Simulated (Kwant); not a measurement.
System: wire with an abrupt hard-wall neck in a CdTe two-dimensional gas. Effective mass 0.096 mₑ, grid spacing 6.7 nm, hard walls, nominal width 200 nm (29 grid rows, so walls 201 nm apart), one parabolic valley, scattering region 600 nm long along x; energies count from the band bottom; Fermi energy swept from 4.8962e-05 to 0.003432 eV. Central neck 76 nm wide and 89 nm long.

The device is made up for the run: typed textbook-type constants, with dimensions and the other settings drawn at random.

Computed with Kwant: effective-mass tight-binding model on a square grid, one spin, coherent transport at 0 K. Conductance is in e²/h.

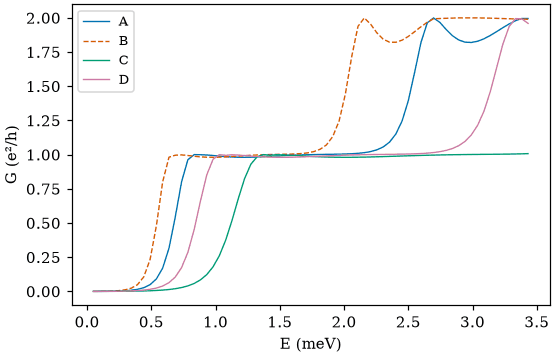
*G (e²/h) of 4 runs*

```tsv
E (meV)	A	B	C	D
0.04896	0	0	0	0
0.2451	0.0023	0.0052	0.00042	0.0011
0.4412	0.027	0.11	0.0031	0.0094
0.6373	0.32	0.98	0.014	0.064
0.8334	1.00	0.99	0.058	0.45
1.030	0.99	0.98	0.26	1.00
1.226	0.98	0.99	0.82	0.99
1.422	0.99	1.00	1.00	0.98
1.618	1.00	1.00	0.99	0.98
1.814	1.00	1.04	0.98	0.99
2.010	1.00	1.44	0.98	1.00
2.206	1.02	1.95	0.98	1.00
2.402	1.15	1.82	0.99	1.00
2.599	1.82	1.93	0.99	1.01
2.795	1.91	2.00	1.00	1.03
2.991	1.82	2.00	1.00	1.14
3.187	1.90	2.00	1.00	1.63
3.432	1.99	1.99	1.01	1.96
```

Problem. Column A is the base. The others each differ by one change: effective mass 0.096 → 0.058 mₑ; effective mass 0.096 → 0.077 mₑ; effective mass 0.096 → 0.12 mₑ. Which is which?

Solution. B: effective mass 0.096 → 0.12 mₑ; C: effective mass 0.096 → 0.058 mₑ; D: effective mass 0.096 → 0.077 mₑ.
